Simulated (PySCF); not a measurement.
# H₆P₂Si (SMILES P[SiH2]P): what the fields show

The calculation's input:

```
{"job": {"kind": "uv", "xc": "CAM-B3LYP", "basis": "def2-SVPD", "ip": true}, "charge": 0, "multiplicity": 1}
P     -1.784359     0.316671    -0.795978
Si     0.011279    -0.651359     0.189703
P      1.835966     0.292808    -0.767225
H     -2.712923    -0.202129     0.159560
H     -1.612460     1.546992    -0.087588
H     -0.000447    -0.535416     1.681938
H      0.005340    -2.101202    -0.172525
H      2.742441    -0.246114     0.198218
H      1.675023     1.522299    -0.054883
```

Run with:

```sh
OMP_NUM_THREADS=1 python probes_run.py task.json out
```

Geometry: PBE0-D3(BJ)/def2-SVP.

These are results of CAM-B3LYP/def2-SVPD, SCF density, gas phase in PySCF 2.14.0, not measurements.

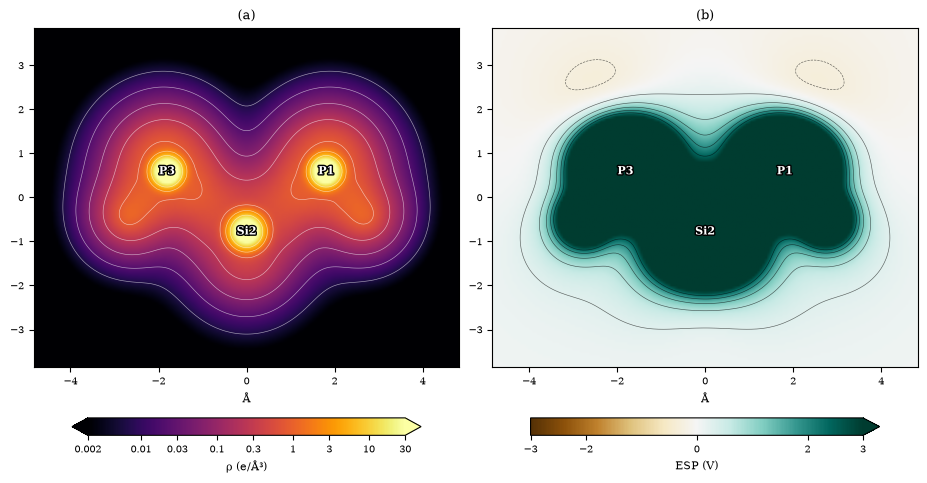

Figure 1. (a) electron density; (b) electrostatic potential on the plane of atoms P1, Si2 and P3.

Question: Describe what can be read from this map.

Answer: Atoms in the plane: P and Si.
Si–P (2.27 Å): the density is about 0.73 e/Å³ at the midpoint, with its minimum of 0.63 e/Å³ about 0.8 Å from Si.
Outside the dense part of the molecule the potential is most negative (−0.3 V) near P1 and P3.

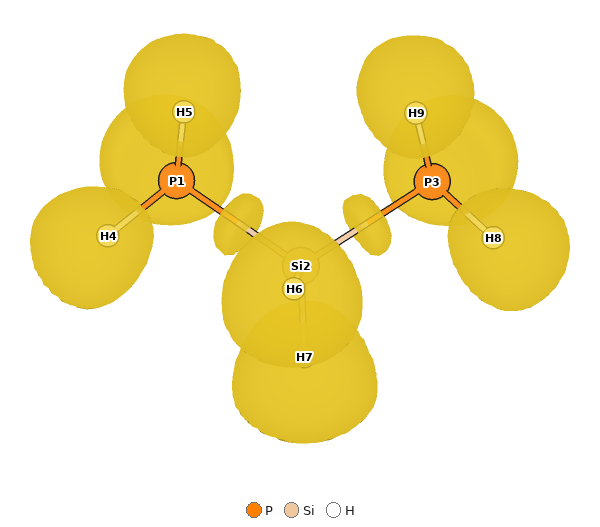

Figure 2. Isosurface of the ELF at 0.9 (yellow), seen across its widest extent. Core shells and regions of very low density are left out.

Question: Where are the electrons localised?

Answer: The surface consists of two regions between bonded P–Si atoms (shared pairs), six regions around hydrogen nuclei and two lobes on P, pointing away from the bonds (lone pairs). Along the contacts the grid gives the following. Si–P (2.27 Å): the ELF peaks at about 0.95 between the atoms: localised, covalent bonding. P–H (1.43 Å): the ELF climbs to about 1 towards the hydrogen, as it does in any bond to H.
